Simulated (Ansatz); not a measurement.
**BNH4 (BH2(NH2)) at CCSDT(Q)/STO-3G**

Aim: the energy change on altering one bond length of BNH4 (BH2(NH2)) at CCSDT(Q)/STO-3G, from 2 runs. 

Program for the calculation: Ansatz 0.2.0.

55 further runs of the same task are left out: 55 set aside as unsound or not needed.

## (1) The molecule

BNH4: 6 atoms, total charge 0, spin state singlet. As SMILES, `[H]B([H])N`. The coordinates come from a GFN2-xTB relaxation.

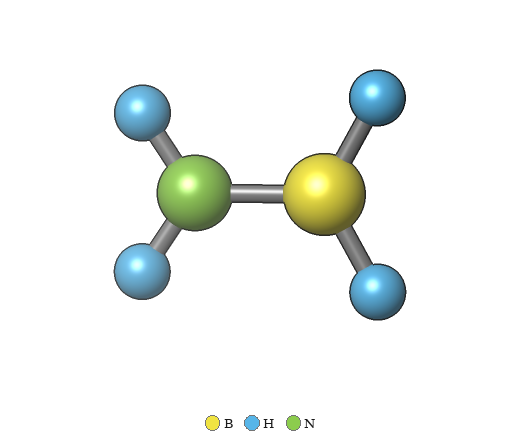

The structure, seen from a chosen angle (boron yellow, hydrogen blue, nitrogen green).

## (2) The energy at CCSDT(Q)/STO-3G

Contents of input.yaml:

```yaml
crystal:
  periodic: [false, false, false]
  atoms:
    - {symbol: B, position_ang: [0.341950, 0.595150, 0.003650]}
    - {symbol: H, position_ang: [1.330110, 0.674300, 0.627440]}
    - {symbol: H, position_ang: [-0.078600, 1.496820, -0.614110]}
    - {symbol: "N", position_ang: [-0.345390, -0.598720, -0.003870]}
    - {symbol: H, position_ang: [-1.199300, -0.750580, -0.515060]}
    - {symbol: H, position_ang: [-0.048780, -1.416960, 0.501960]}
basis:
  gaussian:
    orbitals: STO-3G
correlation:
  method: ccsdt_q
  frozen_orbitals: {B: 1, H: 0, "N": 1}
accuracy: high
scf:
  omitted_lower_state_checks: [cluster_reference, increment]
```

Command:

```bash
$ ansatz run input.yaml --threads 1 --pin off --max-ram 2610MiB --events-out events.jsonl --progress --plain --runs-dir runs
```

The program printed, cut to the lines that bear on the results:

```text
Warning: RAYON_NUM_THREADS=1 ignored (pool sized by the plan → 1); use --threads N
Functional definition: HF
  name "HF"
[...]
230 factors; integrals over basis functions are off by at most 7.7e-9 eV
[...]
mean field -2189.57424510 eV, -80.4653693606 hartree, gradient 4.8e-8 eV, S^2 0.000000; 0 other end points of the search recorded, 0 dependent functions left out
2 core orbitals not correlated: weight in the atoms' cores, before any rotation towards them, 1.000 or more for the frozen orbitals, at most 0.000 for the correlated occupied ones
reference -2189.57424510 eV, -80.4653693606 hartree; 6, 6 occupied and 6, 6 virtual orbitals, 230 factors
second order -2.44758571 eV of doubles, -0.00000000 eV of singles
cycle   1  -2.88927077 eV  change   -4.4e-1 eV  update   7.6e-2
[...]
cycle  20  -3.27425088 eV  change   8.9e-10 eV  update  2.7e-10
perturbative correction 0.00323823 eV, 0.0001190029 hartree
Total energy: -2192.84525774 eV, -80.5855768581 hartree
Checks for a lower state left out: cluster_reference, increment
```

Wall time 0.22 s (1 thread of Arm Neoverse V1, shared host).

## (3) The distorted shape at the same level

Contents of molecule.yaml:

```yaml
crystal:
  periodic: [false, false, false]
  atoms:
    - symbol: B
      position_ang: [0.094884, 0.575360, -0.152314]
    - symbol: H
      position_ang: [1.330110, 0.674300, 0.627440]
    - symbol: H
      position_ang: [-0.325666, 1.477030, -0.770074]
    - symbol: N
      position_ang: [-0.592456, -0.618510, -0.159834]
    - symbol: H
      position_ang: [-1.446366, -0.770370, -0.671024]
    - symbol: H
      position_ang: [-0.295846, -1.436750, 0.345996]
basis:
  gaussian: {orbitals: STO-3G}
correlation: {method: ccsdt_q, frozen_orbitals: {B: 1, H: 0, "N": 1}}
accuracy: high
scf: {omitted_lower_state_checks: [cluster_reference, increment]}
```

Command:

```bash
$ ansatz run molecule.yaml --threads 1 --pin off --max-ram 2610MiB --events-out events.jsonl --progress --plain --runs-dir runs
```

The program printed, cut to the lines that bear on the results:

```text
Warning: RAYON_NUM_THREADS=1 ignored (pool sized by the plan → 1); use --threads N
[... 2 set-up lines as earlier in the session ...]
[...]
230 factors; integrals over basis functions are off by at most 9.7e-9 eV
[...]
mean field -2188.44530302 eV, -80.4238815046 hartree, gradient 7.6e-8 eV, S^2 0.000000; 0 other end points of the search recorded, 0 dependent functions left out
2 core orbitals not correlated: weight in the atoms' cores, before any rotation towards them, 1.000 or more for the frozen orbitals, at most 0.000 for the correlated occupied ones
reference -2188.44530302 eV, -80.4238815046 hartree; 6, 6 occupied and 6, 6 virtual orbitals, 230 factors
second order -2.62040669 eV of doubles, -0.00000000 eV of singles
cycle   1  -3.12791238 eV  change   -5.1e-1 eV  update   8.1e-2
[...]
cycle  20  -3.57232927 eV  change  -9.2e-10 eV  update   1.1e-9
perturbative correction 0.00382460 eV, 0.0001405514 hartree
Total energy: -2192.01380770 eV, -80.5550216327 hartree
Checks for a lower state left out: cluster_reference, increment
```

Wall time 0.22 s (1 thread of Arm Neoverse V1, shared host).

## (4) Outcome

At CCSDT(Q)/STO-3G, 2 core orbitals frozen:

| quantity | value |
| --- | --- |
| first shape: total energy | -80.58558 Eh |
| first shape: correlation energy (2 core orbitals frozen) | -120.2 mEh |
| first shape: T1 diagnostic | 0.019 |
| distorted shape: total energy | -80.55502 Eh |
| distorted shape: correlation energy (2 core orbitals frozen) | -131.1 mEh |
| distorted shape: T1 diagnostic | 0.019 |
| energy change with the B1–H2 bond stretched from 1.171 to 1.464 Å | 0.831 eV |

**Reading.** With the B1–H2 bond stretched from 1.171 to 1.464 Å the energy rises by 0.83 eV (19.2 kcal/mol). The first shape isn't relaxed at this level, so the change isn't measured from a minimum. The minimal basis adds a large error of its own.
